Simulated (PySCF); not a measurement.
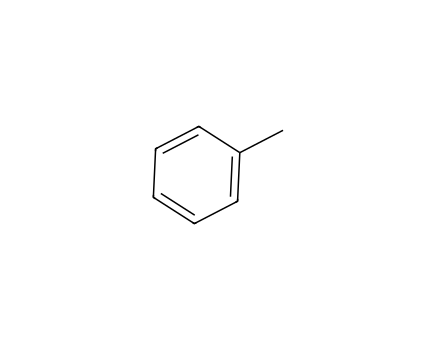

A structural formula.

> Write the SMILES.

Cc1ccccc1

> Give the formula, hydrogens included.

C7H8.

The parts below concern this one geometry. Atoms keep their numbers from picture to picture. The geometry was computed by an optimisation with PBE0-D3(BJ)/def2-SVP. No frequency run is at hand to confirm it as a minimum.

### Geometry

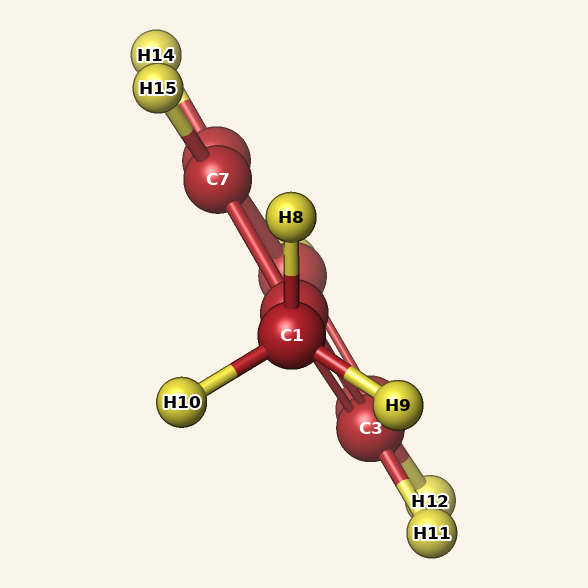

C2 lies behind C1. The molecule seen nearly along the C1–C2 bond, C1 in front. Depth is shown by fading: the farther an atom, the more it takes the colour of the background. No frequency run is at hand to confirm it as a minimum.

> What is the torsion angle H8–C1–C2–C3? The sign is positive where the front bond must turn clockwise to cover the back bond.

149°, anticlinal.

### Electronic properties

No frequency run is at hand to confirm it as a minimum. Properties computed with PBE0/pcSseg-1, gas phase (PySCF 2.14.0).

What does the calculation give?

- dipole moment: 0.42 D
- HOMO energy (Kohn–Sham orbital): −6.98 eV
- LUMO energy (Kohn–Sham orbital): −0.15 eV
- HOMO–LUMO gap: 6.83 eV

### NMR shielding

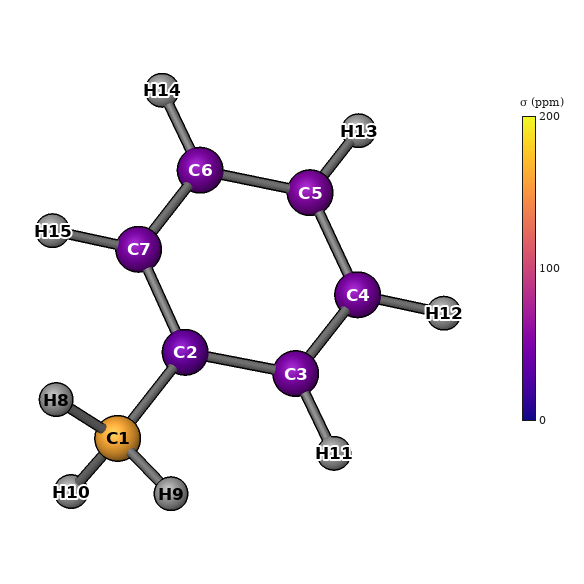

Atoms are coloured by their isotropic NMR shieldings (C only, the others grey). No frequency run is at hand to confirm it as a minimum. Properties computed with GIAO PBE0/pcSseg-1 NMR shielding, non-relativistic, gas phase (PySCF 2.14.0).

Give the isotropic NMR shieldings of the C atoms atom by atom.

| atom | σ (ppm) |
| --- | --- |
| C1 | 161.0 |
| C2 | 41.5 |
| C3 | 49.9 |
| C4 | 50.5 |
| C5 | 53.5 |
| C6 | 50.5 |
| C7 | 49.9 |

### Charges

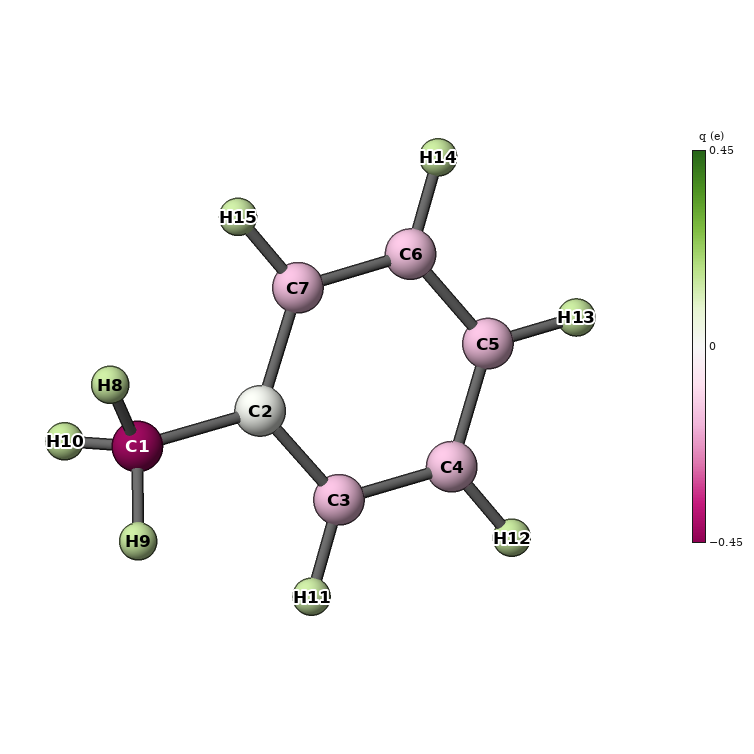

Atoms are coloured by their IAO charges. No frequency run is at hand to confirm it as a minimum. Properties computed with PBE0/pcSseg-1, gas phase (PySCF 2.14.0).

> Which atom carries the highest charge (most positive or least negative)?

H8, H10, H12, H13, H14 (0.15 e).

> And the lowest?

C1 (−0.42 e).

List the IAO charges.

```tsv
atom	value (e)
C1	−0.42
C2	0.02
C3	−0.16
C4	−0.15
C5	−0.16
C6	−0.15
C7	−0.16
H8	0.15
H9	0.14
H10	0.15
H11	0.14
H12	0.15
H13	0.15
H14	0.15
H15	0.14
```

### Ring current

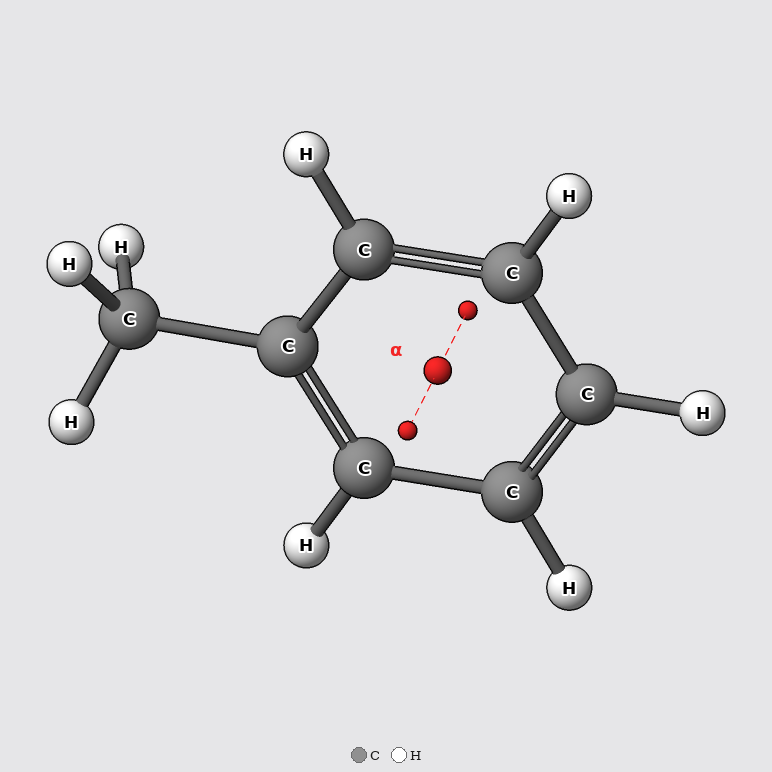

The small points mark where nucleus-independent chemical shifts (NICS) were computed: at the centre of each lettered ring and 1 Å above and below it. No frequency run is at hand to confirm it as a minimum. Properties computed with GIAO PBE0/pcSseg-1 NMR shielding, non-relativistic, gas phase (PySCF 2.14.0).

Give NICS(0), NICS(1) and the out-of-plane component NICS(1)zz for each ring (means of the two sides).

```tsv
ring	members	NICS(0)	NICS(1)	NICS(1)zz
α	C6	−8.7	−11.3	−28.5
```

Values in ppm.

> What do the values say about the ring currents?

Ring α: diatropic, as in an aromatic ring. NICS is one index among several.
